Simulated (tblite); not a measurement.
Run report: C2H5P2 (charge −1), molecular dynamics

C2H5P2, charge −1, SMILES C=C[P-]P, computed with GFN2-xTB Langevin dynamics, gas phase (tblite 0.8.0).

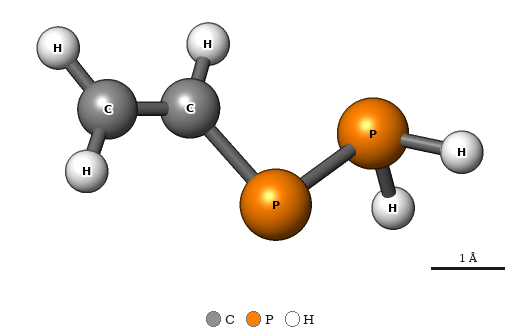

Figure 1. The structure as given in the input (ball-and-stick view, seen at a tilt). Bond lengths as drawn: C–C 1.34 Å, C–H 1.08 to 1.09 Å, C–P 1.78 Å, H–P 1.40 Å and P–P 2.11 Å.

Key numbers:

```csv
quantity,value
outcome,finished
mean temperature over the second half,329 K
trajectory,"41 frames kept, 1000 fs"
hardware,"1 CPU thread, shared host"
wall time,5.8 s
peak memory,0.18 GiB
```

Input file:
```
{"job": {"kind": "md", "xc": "GFN2-xTB", "basis": "xTB", "temperature": 300, "steps": 2000, "every": 50}, "charge": -1, "multiplicity": 1}
C     -2.060175    -0.098533     0.180905
C     -0.783806     0.066061    -0.183390
P      0.633303    -0.446701     0.760893
P      2.075514     0.235572    -0.620136
H     -2.879073     0.236488    -0.441870
H     -2.325129    -0.574152     1.111529
H     -0.561304     0.551329    -1.131794
H      2.945555    -0.858415    -0.650223
H      2.968677     0.894343     0.230623
```

The first line tells a small driver script what to run in tblite; the rest is the geometry in Å.

Launch command:
```bash
OMP_NUM_THREADS=1 python <driver script> task.json out
```

What the program printed:
```
t/fs     T/K      E/eV
    0.0   279.1   -327.56816
   25.0   207.2   -327.33823
   50.0   300.8   -327.32840
   75.0   234.5   -327.21871
  100.0   345.5   -327.36300
  125.0   375.4   -327.32742
  150.0   317.9   -327.17517
  175.0   323.5   -327.24199
  200.0   232.5   -327.33482
  225.0   372.6   -327.37024
  250.0   270.9   -327.29239
  275.0   195.7   -327.12966
  300.0   167.0   -327.12774
  325.0   278.2   -327.33361
  350.0   223.6   -327.27751
  375.0   322.8   -327.35232
  400.0   447.8   -327.34721
  425.0   392.1   -327.30937
  450.0   272.9   -327.29809
  475.0   122.3   -327.25149
  500.0   351.2   -327.35331
  525.0   209.5   -327.17418
  550.0   224.0   -327.24796
  575.0   269.9   -327.27244
  600.0   274.5   -327.33705
  625.0   315.9   -327.41569
  650.0   289.4   -327.28238
  675.0   363.5   -327.35396
  700.0   349.5   -327.13377
  725.0   347.2   -327.10771
  750.0   534.7   -327.26808
  775.0   661.5   -327.24667
  800.0   293.1   -326.89221
  825.0   381.1   -327.13095
  850.0   442.8   -327.35058
  875.0   280.6   -327.20164
  900.0   246.9   -327.13880
  925.0   266.3   -327.26090
  950.0   254.3   -327.26105
  975.0   256.4   -327.32599
 1000.0   297.8   -327.28700
```

Trajectory as extended XYZ (Å, eV, eV/Å), 22 of the 41 frames kept, from step=0 to step=40:
```
9
Properties=species:S:1:pos:R:3:forces:R:3 step=0 time_fs=0.0 energy=-327.56816 temperature=279.1
C    -2.0602   -0.0985    0.1809   -0.0006  -0.0019  -0.0010
C    -0.7838    0.0661   -0.1834    0.0009  -0.0012   0.0006
P     0.6333   -0.4467    0.7609   -0.0016   0.0030  -0.0024
P     2.0755    0.2356   -0.6201    0.0054  -0.0029  -0.0008
H    -2.8791    0.2365   -0.4419   -0.0007   0.0000   0.0029
H    -2.3251   -0.5742    1.1115   -0.0025   0.0024  -0.0017
H    -0.5613    0.5513   -1.1318    0.0031  -0.0027   0.0030
H     2.9456   -0.8584   -0.6502   -0.0028   0.0051  -0.0012
H     2.9687    0.8943    0.2306   -0.0013  -0.0018   0.0006
9
Properties=species:S:1:pos:R:3:forces:R:3 step=2 time_fs=50.0 energy=-327.32840 temperature=300.8
C    -2.0951   -0.1866    0.4239   -0.6759  -0.1506  -0.6180
C    -0.9220   -0.0608   -0.2163    0.9014   0.1237   0.0505
P     0.5678   -0.3881    0.7241    0.4953   0.0735  -0.2464
P     2.1246    0.2791   -0.6191   -1.5364  -0.2888  -0.5591
H    -3.0820   -0.0376   -0.0324    0.4504   0.0583  -0.1423
H    -2.1741   -0.5896    1.4307    0.3724   0.2474  -0.2178
H    -0.6959    0.2588   -1.2676   -0.8292  -0.1664   0.9618
H     2.9353   -0.8316   -0.6597    0.2282  -0.2639   0.0707
H     2.9219    0.8682    0.2876    0.5938   0.3668   0.7007
9
Properties=species:S:1:pos:R:3:forces:R:3 step=4 time_fs=100.0 energy=-327.36300 temperature=345.5
C    -2.1092   -0.3428    0.5672   -0.3109   0.1043  -1.5848
C    -0.9100   -0.1009   -0.0091    0.4512  -0.1191   0.9752
P     0.6614   -0.5132    0.7615    0.3289   0.4047  -0.4109
P     1.9556    0.3847   -0.7312   -0.9575   0.1636   0.0338
H    -3.0259   -0.1749   -0.0435    0.5561   0.0733   0.5544
H    -2.2791   -0.9187    1.4621    0.3460   0.1264   0.0080
H    -0.7424    0.4561   -0.9314   -0.5620  -0.1483   0.0626
H     2.9658   -0.5423   -0.7292    0.3520  -0.1039   0.1958
H     2.7764    1.3942   -0.1476   -0.2039  -0.5009   0.1660
9
Properties=species:S:1:pos:R:3:forces:R:3 step=6 time_fs=150.0 energy=-327.17517 temperature=317.9
C    -1.9746   -0.3970    0.5103    2.7763  -0.1834  -0.0488
C    -0.6956   -0.0166    0.1585   -2.1230  -0.9017  -0.0279
P     0.8412   -0.7529    0.6953   -0.0310   1.2241  -0.7621
P     1.7918    0.3404   -0.9023    0.8775  -0.2315   0.6279
H    -2.8102   -0.0712   -0.0516   -0.6161   0.2466  -0.0803
H    -2.0498   -1.2152    1.2143   -0.4215   0.2704   0.0667
H    -0.6291    0.6610   -0.7020    0.1149   0.0708   0.3850
H     2.9077   -0.4955   -0.8882    0.0225   0.1396  -0.2577
H     2.6856    1.4393   -0.4548   -0.5995  -0.6350   0.0973
9
Properties=species:S:1:pos:R:3:forces:R:3 step=8 time_fs=200.0 energy=-327.33482 temperature=232.5
C    -1.8170   -0.4901    0.6491   -1.7275  -0.3895   0.8607
C    -0.6414   -0.0783    0.2509    2.0725   0.4645  -0.5166
P     0.9893   -0.7957    0.6519   -0.5659   0.5555   0.0261
P     1.9076    0.2382   -0.9373    0.5685   0.0393  -0.2339
H    -2.7338   -0.1170    0.1880    0.1493   0.1222   0.2728
H    -1.9714   -1.1465    1.5063    0.1560  -0.1299  -0.4981
H    -0.5804    0.7525   -0.4688   -0.0227  -0.4707  -0.0390
H     2.5223   -0.8475   -1.5655    0.0282   0.0330  -0.1145
H     3.2378    0.6785   -0.5709   -0.6583  -0.2244   0.2425
9
Properties=species:S:1:pos:R:3:forces:R:3 step=10 time_fs=250.0 energy=-327.29239 temperature=270.9
C    -1.7621   -0.7070    1.0198    1.1487  -0.0194  -0.7148
C    -0.7589   -0.3359    0.2160    0.7494  -0.3693   0.2840
P     0.9377   -0.8837    0.5156   -0.4853   0.2993  -0.1589
P     1.9548    0.2481   -0.9474    0.8916   0.0512   0.5486
H    -2.7205   -0.3727    0.7763   -1.4282   0.1464   0.0479
H    -1.5728   -1.4260    1.7692   -0.1713  -0.2602   0.7829
H    -1.0100    0.2526   -0.6523    0.3384   0.3787  -0.1383
H     2.7452   -0.8276   -1.3989    0.0831   0.3181  -0.0478
H     3.1652    0.8050   -0.1899   -1.1263  -0.5447  -0.6036
9
Properties=species:S:1:pos:R:3:forces:R:3 step=11 time_fs=275.0 energy=-327.12966 temperature=195.7
C    -1.7204   -0.7736    1.0790    1.4520   1.3547  -2.1663
C    -0.6992   -0.3519    0.2562   -1.6982  -0.3030  -0.6702
P     0.9393   -0.9293    0.4670    0.8283  -0.0027   0.0674
P     1.9675    0.2913   -0.9709   -2.3731  -0.7864  -1.2413
H    -2.7530   -0.5612    0.8033    0.3477  -0.2165   0.6160
H    -1.3268   -1.2566    1.9248   -0.6536  -0.5966   0.9785
H    -0.9157    0.1645   -0.7193    0.1145  -0.2658   0.9298
H     3.0489   -0.4645   -1.2606    0.5359  -0.5483   0.0338
H     2.6330    1.0188   -0.1300    1.4466   1.3646   1.4523
9
Properties=species:S:1:pos:R:3:forces:R:3 step=13 time_fs=325.0 energy=-327.33361 temperature=278.2
C    -1.6362   -0.8445    1.0394   -1.1552  -0.5139   1.3941
C    -0.6674   -0.5205    0.2306    1.9054  -0.1503  -1.3012
P     1.0427   -0.9932    0.4613   -0.0379   0.1108   0.1428
P     1.8975    0.3292   -0.9588   -1.4087  -1.4382  -1.4232
H    -2.6404   -0.5847    0.7600   -0.4405  -0.1209   0.2872
H    -1.4417   -1.3526    1.9851   -0.2732   0.2549  -0.3126
H    -0.9068   -0.0971   -0.7343    0.0652   0.3899  -0.1469
H     3.0877   -0.3400   -1.1047    0.2402   0.0238   0.0867
H     2.4036    1.2430   -0.1738    1.1047   1.4439   1.2732
9
Properties=species:S:1:pos:R:3:forces:R:3 step=15 time_fs=375.0 energy=-327.35232 temperature=322.8
C    -1.6229   -1.0471    0.9553    0.3163  -0.4509   1.0688
C    -0.6700   -0.7205    0.1084    1.3881   0.8210  -0.9889
P     1.1012   -1.1145    0.2783   -0.7141   0.0139   0.2246
P     1.7159    0.5012   -0.8887    0.7957  -0.2548  -1.0668
H    -2.6443   -0.8488    0.7409   -0.6508   0.1402   0.1382
H    -1.3349   -1.4912    1.9103   -0.4567  -0.1730  -0.4068
H    -0.9052   -0.0721   -0.7579    0.0607  -0.5230   0.2146
H     2.8535   -0.0342   -1.6623   -0.8741   0.1552   0.3531
H     2.6955    1.0796   -0.1115    0.1347   0.2714   0.4632
9
Properties=species:S:1:pos:R:3:forces:R:3 step=17 time_fs=425.0 energy=-327.30937 temperature=392.1
C    -1.6907   -1.3743    0.7536    0.4540   0.3956  -0.1699
C    -0.7122   -0.6849    0.1221    0.1790  -0.8036  -0.0210
P     1.0750   -1.0940    0.0312   -1.1957  -0.9316   0.8648
P     1.6636    0.6045   -0.9399    0.9456   1.6032  -0.3666
H    -2.7232   -0.9586    0.7765    0.7957  -0.6497  -0.0558
H    -1.4643   -2.3069    1.2925   -0.3148   0.7459  -0.1700
H    -1.0000    0.1354   -0.5263    0.0412   0.3326   0.2320
H     2.7836    0.1047   -1.6322   -0.1907   0.0143   0.1198
H     2.6281    1.3799   -0.0661   -0.7143  -0.7066  -0.4333
9
Properties=species:S:1:pos:R:3:forces:R:3 step=19 time_fs=475.0 energy=-327.25149 temperature=122.3
C    -1.7238   -1.4485    0.6685    0.3866   0.1803   0.1373
C    -0.7974   -0.6370    0.1918    0.9742   2.1706  -0.3751
P     0.9256   -1.0632   -0.1136   -0.4192  -0.7515   0.4251
P     1.7032    0.6637   -0.9757   -0.6543   1.2469   0.1668
H    -2.6719   -1.1618    0.9976   -1.3401   0.7686   0.1089
H    -1.4819   -2.4128    0.9713    0.5107  -1.6152   0.0937
H    -1.0266    0.4708    0.0709    0.1065  -1.2234  -0.1234
H     2.7350    0.0259   -1.5892    0.6115  -0.1305  -0.0280
H     2.5468    1.3705   -0.0124   -0.1758  -0.6458  -0.4053
9
Properties=species:S:1:pos:R:3:forces:R:3 step=21 time_fs=525.0 energy=-327.17418 temperature=209.5
C    -1.8272   -1.4337    0.6105   -0.0382   0.8099   0.0291
C    -0.9418   -0.4938    0.1803    0.1013  -1.3816   0.5394
P     0.7462   -1.0194   -0.1819   -0.0500   0.8077  -0.1808
P     1.5861    0.7894   -1.0073    0.0094  -0.7388  -0.8467
H    -2.7563   -1.0510    1.1202    0.7386  -0.9479  -0.7878
H    -1.5902   -2.5105    0.5127   -0.4217   0.9595   0.4268
H    -1.2652    0.5341    0.2179    0.3607   0.2998  -0.0333
H     2.1771    0.1348   -2.1635   -0.2873   0.5941   0.6261
H     2.9080    1.0131   -0.5180   -0.4128  -0.4029   0.2272
9
Properties=species:S:1:pos:R:3:forces:R:3 step=23 time_fs=575.0 energy=-327.27244 temperature=269.9
C    -1.9508   -1.2047    0.6574   -0.6639  -2.7076   0.3262
C    -0.9680   -0.4412    0.3043    2.6921   0.9494  -0.7192
P     0.6157   -1.0180   -0.2636    0.8269   0.1604  -0.4643
P     1.4242    0.8721   -0.9645    0.0233  -0.4457  -0.2696
H    -2.8189   -0.8197    1.0911   -1.2731   0.3204   0.4902
H    -1.8272   -2.3077    0.6030   -0.3396   0.8686   0.0132
H    -0.9508    0.6130    0.4070   -0.4892   1.0280   0.0631
H     1.6555    0.5467   -2.3158   -0.2678   0.0929   0.0952
H     2.8459    0.8195   -0.8579   -0.5086  -0.2664   0.4653
9
Properties=species:S:1:pos:R:3:forces:R:3 step=25 time_fs=625.0 energy=-327.41569 temperature=315.9
C    -2.0809   -0.7882    0.9211    1.0977   1.9956  -0.1880
C    -0.9274   -0.2501    0.4560   -0.1831  -0.1818   0.2185
P     0.5165   -1.0178   -0.3161   -0.4147   0.5693   0.2421
P     1.3636    0.8854   -0.8070   -0.7759  -0.1223   0.1999
H    -2.8355   -0.1314    1.3833    0.3516  -0.5450  -0.2619
H    -2.2411   -1.8107    0.8464   -0.4813  -1.3938   0.0124
H    -0.7737    0.8251    0.5607   -0.1811  -0.0312   0.0028
H     1.5796    0.7034   -2.1514    0.1069   0.0021  -0.4029
H     2.7150    0.7867   -0.6012    0.4799  -0.2930   0.1772
9
Properties=species:S:1:pos:R:3:forces:R:3 step=27 time_fs=675.0 energy=-327.35396 temperature=363.5
C    -2.1459   -0.6902    0.8624    1.1769  -0.6941  -0.9454
C    -1.0176   -0.0675    0.4594    0.0243  -0.4403   0.2685
P     0.4028   -0.9668   -0.2581   -0.7710   1.1439   0.4908
P     1.5478    0.7978   -0.6091   -0.8753  -0.2790  -0.3505
H    -2.9295   -0.1470    1.3609   -0.2557  -0.3014  -0.0629
H    -2.2005   -1.7712    0.5839   -0.4618   1.0773   0.6842
H    -0.9266    1.0132    0.6624    0.2390  -0.4895  -0.2053
H     2.0768    0.2615   -1.7726    0.4677   0.2415   0.1136
H     2.6917    0.6251    0.1423    0.4560  -0.2584   0.0070
9
Properties=species:S:1:pos:R:3:forces:R:3 step=29 time_fs=725.0 energy=-327.10771 temperature=347.2
C    -2.3007   -0.5428    0.9014   -3.0622  -1.2859   0.7401
C    -1.2869    0.1044    0.4404    2.7325   3.2097  -0.6038
P     0.2338   -0.6711   -0.1218   -0.6843  -0.1973   0.2327
P     1.6753    0.8434   -0.5560   -1.4541   0.1871  -0.5627
H    -3.2859   -0.0974    1.2048    1.0804  -0.3564  -0.2306
H    -2.2571   -1.6055    0.7985   -0.3656  -0.5364   0.2779
H    -1.3136    1.2328    0.5130    0.2772  -0.9443  -0.2776
H     2.0325    0.0287   -1.6200    0.6494   0.2864   0.1519
H     2.6056    0.4009    0.3201    0.8265  -0.3631   0.2722
9
Properties=species:S:1:pos:R:3:forces:R:3 step=30 time_fs=750.0 energy=-327.26808 temperature=534.7
C    -2.4026   -0.3681    0.9989    0.9185  -1.3388  -0.1423
C    -1.3316    0.1572    0.4036    0.3753   0.8156  -0.0244
P     0.1288   -0.6819   -0.1357    0.9267   0.3962  -0.3434
P     1.5924    0.9553   -0.5576   -1.2168  -0.3812   0.2462
H    -3.1904    0.2550    1.2694   -1.2326   0.6696   0.4567
H    -2.4557   -1.4210    1.2427   -0.1492   0.0809  -0.0888
H    -1.3990    1.2407    0.3097    0.4456   0.0838  -0.3346
H     2.3234    0.5233   -1.6607   -0.3324  -0.2071  -0.2006
H     2.6219    0.4779    0.2061    0.2649  -0.1188   0.4313
9
Properties=species:S:1:pos:R:3:forces:R:3 step=32 time_fs=800.0 energy=-326.89221 temperature=293.1
C    -2.4425    0.0623    0.8500    1.6053   3.0642  -1.0194
C    -1.2159    0.4210    0.2607   -4.2280  -0.9894   2.1831
P     0.0146   -0.7028   -0.2643    1.0589   0.8782  -0.3736
P     1.1875    1.0942   -0.4062    0.4589  -0.0122   0.2894
H    -3.2211    0.8673    1.1632    1.4337  -1.4304  -0.5301
H    -2.7066   -0.9360    0.9125   -0.6348  -1.4390   0.1910
H    -1.0562    1.4781    0.3096    0.4395   0.4958  -0.3412
H     2.1592    1.0632   -1.3749    0.0108  -0.4036  -0.9390
H     2.3190    0.9135    0.3926   -0.1444  -0.1636   0.5397
9
Properties=species:S:1:pos:R:3:forces:R:3 step=34 time_fs=850.0 energy=-327.35058 temperature=442.8
C    -2.6633    0.0175    0.7853   -1.1670  -1.5755  -0.7098
C    -1.4405    0.3789    0.4124    0.0384   0.5040  -0.0479
P    -0.1436   -0.5409   -0.3702   -0.0669  -0.0470   0.1604
P     1.1798    1.1003   -0.3683   -0.5014   0.4627   0.5708
H    -3.3999    0.7139    1.0788   -0.3576   1.0272   0.6023
H    -3.1964   -0.9335    0.5645    1.0673   0.2676   0.1387
H    -1.2216    1.4352    0.6186    0.2731  -0.2185  -0.0794
H     2.0181    0.6251   -1.3113    0.6317  -0.3060  -0.4800
H     2.1021    0.8402    0.6635    0.0823  -0.1147  -0.1552
9
Properties=species:S:1:pos:R:3:forces:R:3 step=36 time_fs=900.0 energy=-327.13880 temperature=246.9
C    -2.8023   -0.1683    0.9310   -0.5696   2.0279   0.1191
C    -1.6630    0.4452    0.5384    0.0095   0.4988   0.6739
P    -0.3815   -0.2637   -0.4535   -0.9087  -0.9247   0.0070
P     1.1766    1.1248   -0.3496   -0.0215   0.4542  -0.1594
H    -3.6858    0.3930    1.3394    1.1350  -0.2015   0.0754
H    -3.1267   -1.0852    0.5573    0.0434  -1.3755  -0.5864
H    -1.3923    1.4437    0.9622   -0.4423  -0.5872  -0.3528
H     1.8344    0.2232   -1.1959    0.4102   0.3896   0.5711
H     1.7846    0.8148    0.8889    0.3441  -0.2816  -0.3479
9
Properties=species:S:1:pos:R:3:forces:R:3 step=38 time_fs=950.0 energy=-327.26105 temperature=254.3
C    -2.7099   -0.0969    1.0285    1.5510   0.7804  -1.6661
C    -1.6671    0.6598    0.4887   -1.7783  -2.4335   1.0948
P    -0.5352   -0.1511   -0.6013    0.0515   0.0641  -0.0746
P     1.0806    1.1405   -0.2337    0.2654  -0.2742   0.4860
H    -3.4794    0.3631    1.5794   -0.6724   0.6043   0.7526
H    -2.9825   -1.1166    0.6978    0.6609   0.7638   0.0628
H    -1.4646    1.6670    0.8294   -0.0975  -0.0266   0.0238
H     1.4901    1.3148   -1.5072    0.2585   0.4138  -0.9814
H     2.1382    0.2077   -0.1481   -0.2392   0.1078   0.3021
9
Properties=species:S:1:pos:R:3:forces:R:3 step=40 time_fs=1000.0 energy=-327.28700 temperature=297.8
C    -2.8674    0.2683    0.8977   -0.6993   0.0905  -0.2752
C    -1.5744    0.4586    0.5560   -0.9387   0.5072   1.3576
P    -0.5150   -0.0711   -0.7372   -0.5168  -0.7704  -0.3526
P     1.0301    1.1895   -0.1343    1.0590  -0.7608   0.2415
H    -3.4091    0.8991    1.6626    0.9379  -0.8439  -0.6498
H    -3.5452   -0.4008    0.3442    0.4432   0.4020   0.1572
H    -1.0437    1.1101    1.2573    0.0001   0.1887  -0.1028
H     1.0964    1.9285   -1.2662    0.2774   0.6632  -0.7230
H     2.1411    0.3932   -0.6194   -0.5627   0.5235   0.3473
```

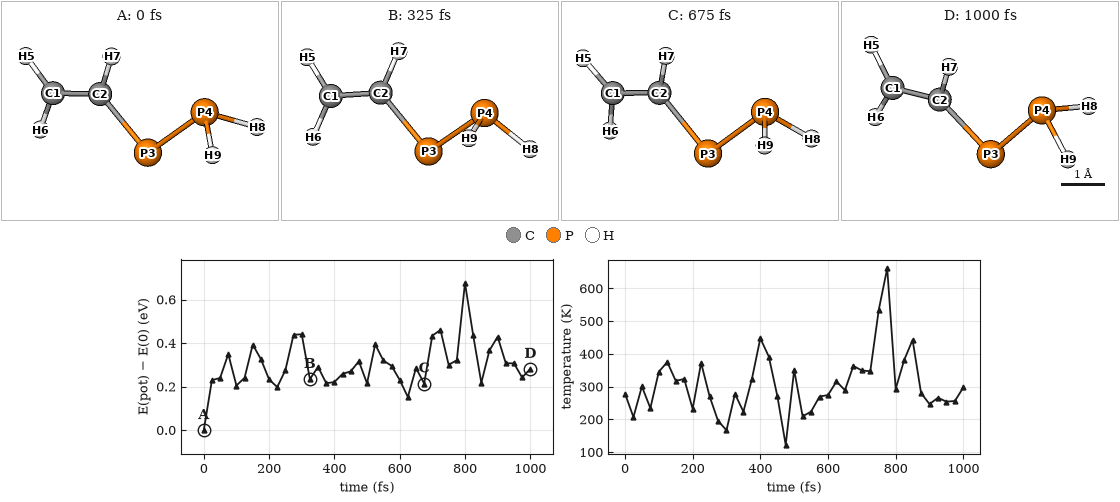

Figure 2. Frames of the molecular dynamics (ball-and-stick, seen at a tilt) above the curves, on which the letters mark them. The trajectory kept here has 41 frames over 1000 fs. The temperature starts at 279 K, ranges from 122 to 662 K and averages 329 K over the second half. The potential energy ends 0.281 eV above its first value. After an unweighted best fit of the last frame on the first, the root-mean-square displacement is 0.24 Å.
